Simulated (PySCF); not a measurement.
**C$_{6}$H$_{11}$BO: excited-state calculation**

C$_{6}$H$_{11}$BO, SMILES C=COC(=C)B(C)C, computed with TDDFT PBE0/def2-SVPD, vertical, gas phase, core orbitals frozen in the response (PySCF 2.14.0).

The geometry comes from this level: GFN2-xTB.

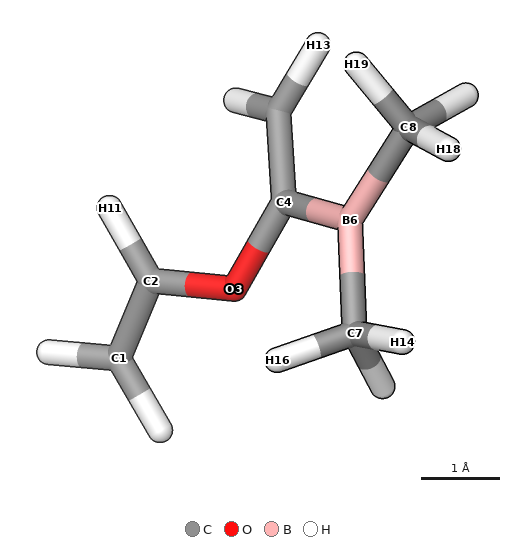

*The structure as given in the input (stick view, seen at a tilt; atoms are numbered from 1 in the order of the input).*

Bond lengths as drawn: B–C 1.57 to 1.58 Å, C–C 1.32 to 1.34 Å, C–H 1.07 to 1.09 Å and C–O 1.35 to 1.38 Å.

**Summary**

```csv
quantity,value
outcome,converged
total energy,−334.658836 hartree
HOMO,−6.61 eV
LUMO,−1.51 eV
dipole moment,1.06 D
mean polarisability,94.69 a.u.
lowest singlet excitation,4.29 eV
hardware,"1 CPU thread, shared host"
wall time,56 s
peak memory,1 GiB
```

**Input file**
```
{"job": {"kind": "uv", "xc": "PBE0", "basis": "def2-SVPD", "nstates": 6, "ntriplets": 2}, "charge": 0, "multiplicity": 1}
C      3.345385     0.048868    -1.194856
C      2.350135    -0.306012    -0.397210
O      1.087768     0.151508    -0.575941
C      0.018450    -0.506578    -0.004494
C      0.078891    -1.802065     0.329798
B     -1.264477     0.387842     0.153732
C     -1.194930     1.861685    -0.387010
C     -2.558204    -0.198720     0.835539
H      3.176380     0.670961    -2.055115
H      4.351675    -0.265655    -0.993284
H      2.511396    -0.934327     0.473718
H      0.946266    -2.421940     0.168510
H     -0.771929    -2.283954     0.772075
H     -2.112705     2.432430    -0.270041
H     -0.925182     1.866264    -1.442421
H     -0.393842     2.408476     0.110022
H     -2.947435    -1.037975     0.260943
H     -3.360666     0.527919     0.932219
H     -2.346778    -0.589476     1.829428
```

The first line tells a small driver script what to run in PySCF; the rest is the geometry in Å.

Run as:
```bash
OMP_NUM_THREADS=1 python <driver script> task.json out
```

**Log**
```
coarse grid: 15512 points
cycle   1  E = -334.5142324738  dE =  8.389e-01  |g| = 6.077e-01  |ddm| = 7.567e+00
cycle   2  E = -334.4845328288  dE =  2.970e-02  |g| = 7.239e-01  |ddm| = 2.305e+00
cycle   3  E = -334.6002770484  dE = -1.157e-01  |g| = 1.213e-01  |ddm| = 1.219e+00
cycle   4  E = -334.6030337022  dE = -2.757e-03  |g| = 3.966e-02  |ddm| = 2.317e-01
cycle   5  E = -334.6033228606  dE = -2.892e-04  |g| = 1.833e-02  |ddm| = 8.530e-02
cycle   6  E = -334.6034124858  dE = -8.963e-05  |g| = 3.227e-03  |ddm| = 3.189e-02
cycle   7  E = -334.6034148602  dE = -2.374e-06  |g| = 1.045e-03  |ddm| = 7.591e-03
final grid: 148760 points
cycle   8  E = -334.6588066236  dE = -5.535e-05  |g| = 1.144e-02  |ddm| = 2.185e-01
cycle   9  E = -334.6587834146  dE =  2.321e-05  |g| = 1.596e-02  |ddm| = 4.654e-02
cycle  10  E = -334.6588344084  dE = -5.099e-05  |g| = 2.816e-03  |ddm| = 2.466e-02
cycle  11  E = -334.6588362983  dE = -1.890e-06  |g| = 3.550e-04  |ddm| = 4.607e-03
cycle  12  E = -334.6588363236  dE = -2.536e-08  |g| = 1.828e-04  |ddm| = 9.047e-04
cycle  13  E = -334.6588363319  dE = -8.314e-09  |g| = 2.707e-05  |ddm| = 3.633e-04
cycle  14  E = -334.6588363321  dE = -1.799e-10  |g| = 8.226e-06  |ddm| = 7.673e-05
```

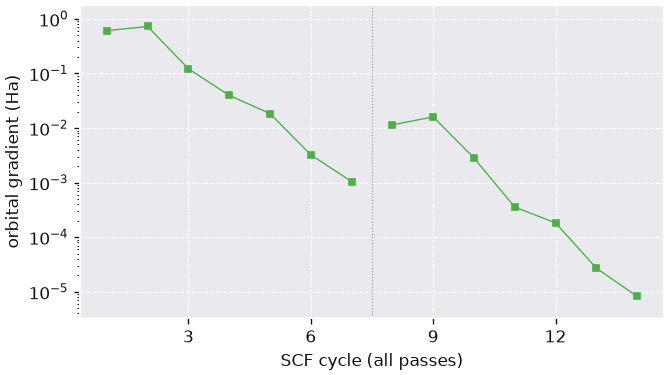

*Convergence of the self-consistent field: orbital gradient against the SCF cycle. The dotted line marks the change from a coarse to the final integration grid.*

The first 7 cycles use a coarse grid, the final grid takes over at cycle 8, and the field converges after 14 cycles in all.

```
converged SCF energy = -334.6588363321

Static polarisability (au): isotropic 94.688, principal 66.286 97.896 119.883

Singlet excitations
state   eV       nm        f      main configurations
  1   4.2910    288.9   0.05422   H->L 0.97
  2   5.6183    220.7   0.03009   H-2->L 0.72, H-1->L 0.24
  3   5.8244    212.9   0.11082   H-1->L 0.71, H-2->L 0.24
  4   5.9120    209.7   0.00202   H-3->L 0.96
  5   6.0951    203.4   0.06361   H->L+1 0.86
  6   6.2972    196.9   0.25695   H->L+2 0.85

Triplet excitations (Tamm-Dancoff, eV): 3.1228 4.1831
```

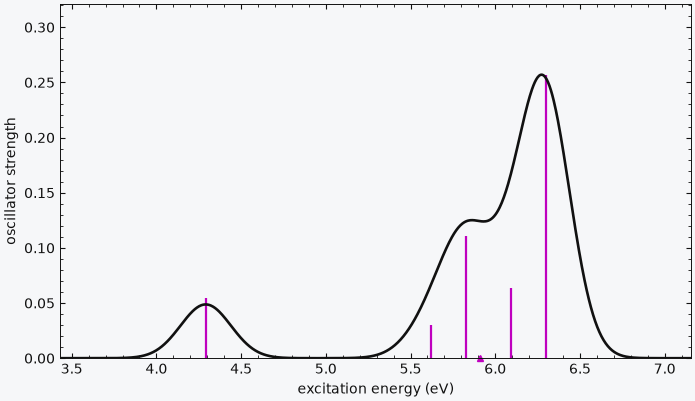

*Computed excitations as sticks (degenerate states added up, dark ones marked on the axis), with a Gaussian envelope of 0.35 eV full width at half maximum, scaled to the tallest.*

Of the 6 states the lowest lies at 4.29 eV (f = 0.054); the strongest line is at 6.30 eV, or 197 nm (f = 0.257).

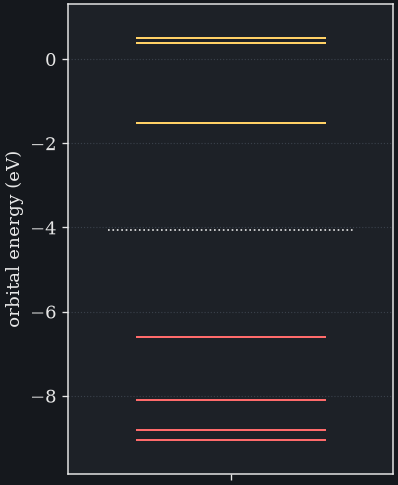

*Orbital energies near the frontier; the dotted line parts filled from empty levels, and levels within 0.02 eV of each other stand side by side.*

Highest filled −6.61 eV, lowest empty −1.51 eV, 5.10 eV apart.
